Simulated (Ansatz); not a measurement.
# BPH4 (SMILES BP): HF/STO-3G

What is the energy change on altering one bond length of BPH4 at HF/STO-3G? 

The results are computed with Ansatz 0.2.0.

53 further runs of the same task are left out: 53 set aside as unsound or not needed.

### Step 1. The structure to begin with

The species is BPH4 (6 atoms), meant as a singlet with charge 0. SMILES: `BP`. The coordinates come from a GFN2-xTB relaxation.

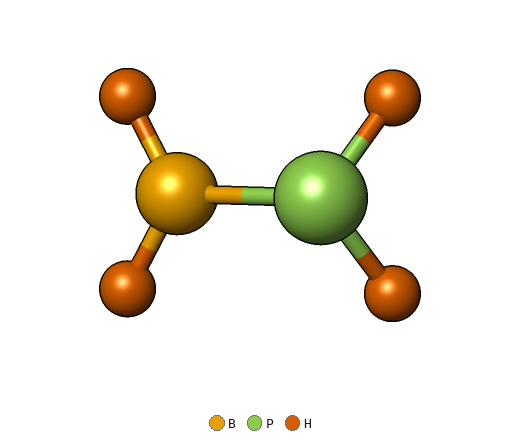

Viewed from a chosen angle; boron amber, phosphorus green, hydrogen orange.

### Step 2. A single-point energy at HF/STO-3G

Contents of in.yaml:

```yaml
basis:
  gaussian:
    orbitals: STO-3G
crystal:
  periodic: [false, false, false]
  atoms:
    - symbol: B
      position_ang: [0.002660, -0.867960, 0.118880]
    - symbol: P
      position_ang: [0.378740, 0.928770, 0.259630]
    - symbol: H
      position_ang: [-0.777460, -1.351190, 0.842930]
    - symbol: H
      position_ang: [0.659230, -1.540870, -0.575930]
    - symbol: H
      position_ang: [0.599110, 1.319050, -1.043720]
    - symbol: H
      position_ang: [-0.862270, 1.512200, 0.398210]
hamiltonian:
  xc: hf
accuracy: high
```

The run is started by

```
ansatz run in.yaml --threads 1 --pin off --max-ram 2610MiB --events-out events.jsonl --progress --plain --runs-dir runs
```

The log of the run:

```text
Warning: RAYON_NUM_THREADS=1 ignored (pool sized by the plan → 1); use --threads N
Functional definition: HF
  name "HF"
  exchange = exact_x
  correlation = 0
314 factors; integrals over basis functions are off by at most 5.1e-9 eV
mean field evaluation 1: about -9893.1057 eV, gradient 1.1e1 eV
mean field evaluation 2: about -9893.1274 eV, gradient 1.1e1 eV
mean field evaluation 4: about -9893.7122 eV, gradient 6.9e-1 eV
mean field evaluation 8: about -9893.7148 eV, gradient 3.5e-7 eV
mean field -9893.71483287 eV, -363.5873139071 hartree, gradient 2.9e-8 eV, S^2 0.000000; 0 other end points of the search recorded, 0 dependent functions left out
reference -9893.71483287 eV, -363.5873139071 hartree; 12, 12 occupied and 6, 6 virtual orbitals, 314 factors
Total energy: -9893.71483287 eV, -363.5873139071 hartree
```

It took 0.1 s on 1 thread of AMD EPYC 7R13 (Zen 3), shared host.

### Step 3. The distorted shape at the same level

Contents of input.yaml:

```yaml
crystal:
  periodic: [false, false, false]
  atoms:
    - {symbol: B, position_ang: [-0.052428, -0.965523, 0.444693]}
    - {symbol: P, position_ang: [0.323652, 0.831207, 0.585443]}
    - {symbol: H, position_ang: [-0.832548, -1.448753, 1.168743]}
    - {symbol: H, position_ang: [0.604142, -1.638433, -0.250117]}
    - {symbol: H, position_ang: [0.599110, 1.319050, -1.043720]}
    - {symbol: H, position_ang: [-0.917358, 1.414637, 0.724023]}
basis:
  gaussian:
    orbitals: STO-3G
hamiltonian:
  xc: hf
accuracy: high
```

The run is started by

```
ansatz run input.yaml --threads 1 --pin off --max-ram 2610MiB --events-out events.jsonl --progress --plain --runs-dir runs
```

The log of the run:

```text
Warning: RAYON_NUM_THREADS=1 ignored (pool sized by the plan → 1); use --threads N
Functional definition: HF
  name "HF"
  exchange = exact_x
  correlation = 0
313 factors; integrals over basis functions are off by at most 2.1e-8 eV
mean field evaluation 1: about -9891.7685 eV, gradient 1.1e1 eV
mean field evaluation 2: about -9891.7845 eV, gradient 1.1e1 eV
mean field evaluation 4: about -9892.3705 eV, gradient 6.5e-1 eV
mean field evaluation 8: about -9892.3729 eV, gradient 3.9e-7 eV
mean field -9892.37292114 eV, -363.5379995606 hartree, gradient 2.9e-8 eV, S^2 0.000000; 0 other end points of the search recorded, 0 dependent functions left out
reference -9892.37292114 eV, -363.5379995606 hartree; 12, 12 occupied and 6, 6 virtual orbitals, 313 factors
Total energy: -9892.37292114 eV, -363.5379995606 hartree
```

Wall time 0.1 s (1 thread of AMD EPYC 7R13 (Zen 3), shared host).

### Step 4. Summary of results

At HF/STO-3G:

```
                                                         quantity          value
                                        first shape: total energy  -363.58731 Eh
                                    distorted shape: total energy  -363.53800 Eh
energy change with the P2–H5 bond stretched from 1.378 to 1.723 Å       1.342 eV
```

In words: With the P2–H5 bond stretched from 1.378 to 1.723 Å the energy rises by 1.34 eV (31 kcal/mol). The first shape isn't relaxed at this level, so the change isn't measured from a minimum. The minimal basis adds a large error of its own.
